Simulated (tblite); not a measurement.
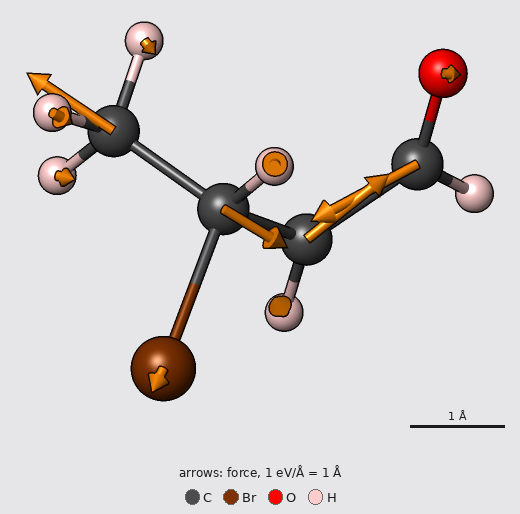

Starting geometry of C4H6BrO (multiplicity 2) with the computed forces as orange arrows. A ball-and-stick model, seen at a tilt.

All numbers below come from GFN2-xTB geometry optimisation, gas phase in tblite 0.8.0. 

What follows when this structure is relaxed?

It isn't relaxed: the largest force vector, on a C atom, is 1.36 eV/Å. The final displacements have little in common with the starting forces (cosine between the two patterns 0.08). The atom that moves furthest after the best rigid fit is the O atom (0.94 Å). Largest moves by element: O 0.94 Å, H 0.73 Å, Br 0.56 Å, C 0.35 Å. Some distances before and after: Br–C 1.969 → 2.070 Å, C–C 1.488 → 1.451 Å, C–C 1.460 → 1.425 Å, C–H 1.095 → 1.088 Å. Bond angles that change, for instance: C–C–C 112.4° → 116.9°, Br–C–C 106.8° → 102.4°, C–C–H 122.2° → 119.1°. Groups turn about C–C by about 40°. After 72 geometry steps the energy has fallen by 14.3 kJ/mol. Cost: 0.37 s on 1 thread of Arm Neoverse V1, on a shared host.
